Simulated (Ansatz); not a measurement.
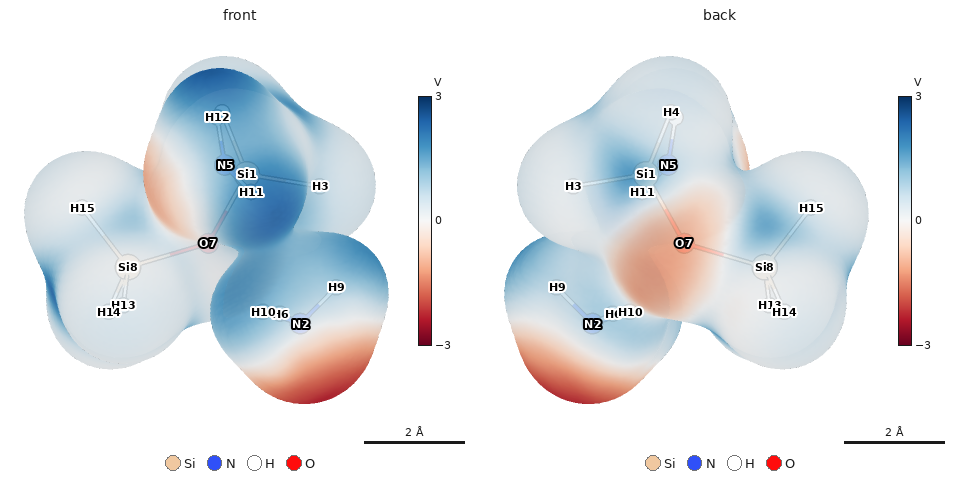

Figure 1: H₇NOSi₂···NH₃. The molecular electrostatic potential painted on the density surface at 0.004 e/bohr³, seen from the front and from behind; the colour scale runs from red (negative) to blue (positive).

Level of theory: RKS PBE-D4/cc-pVDZ in Ansatz.

```xyz
15

Si   -1.3237    0.3654   -0.4769
N     1.1813   -2.0679   -0.9353
H    -1.8746   -0.8204   -1.2262
H    -2.3936    1.3963   -0.2165
N    -0.0153    1.2365   -1.2525
H     0.4990   -1.9106   -0.1764
O    -0.7672   -0.3029    0.9902
Si    0.2495    0.4696    2.1266
H     0.6343   -1.9727   -1.8043
H     1.7915   -1.2370   -0.9052
H     0.6505    0.6986   -1.8164
H    -0.2544    2.1111   -1.7299
H     1.6980    0.3275    1.7244
H     0.0185   -0.2292    3.4404
H    -0.0938    1.9356    2.2578
```

### Which sites attract a positive test charge, and which a negative one?

A positive charge is drawn to the negative regions and a negative charge to the positive ones. The most negative region (about −2.2 V) lies over N2, the most positive (about +2.4 V) over H11 and H12. N2 is the likeliest acceptor of a hydrogen bond.
